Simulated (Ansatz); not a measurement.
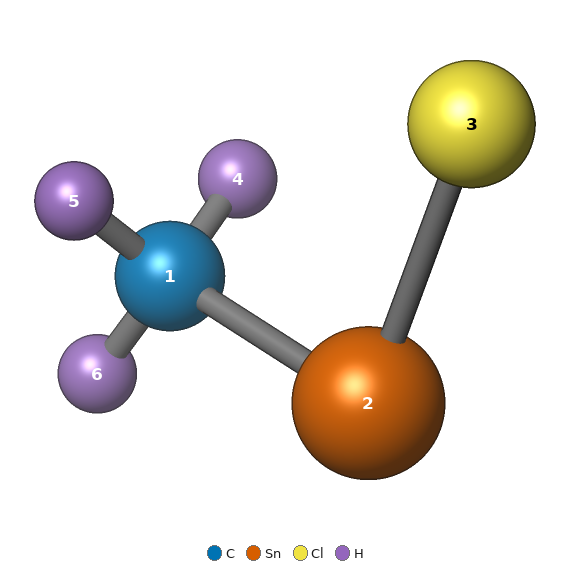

Atoms carry their numbers in the input. The computed structure is the end point of a PBE-D4/def2-SVP optimisation. No frequency run is at hand to confirm it as a minimum.

What is the geometry at Sn2?

Sn2 has 2 neighbours (C1 at 2.22, Cl3 at 2.42 Å); the arrangement is bent.

What is the geometry at C1?

C1 has 4 neighbours (Sn2 at 2.22, H4 at 1.11, H5 at 1.11, H6 at 1.11 Å); the arrangement is tetrahedral.
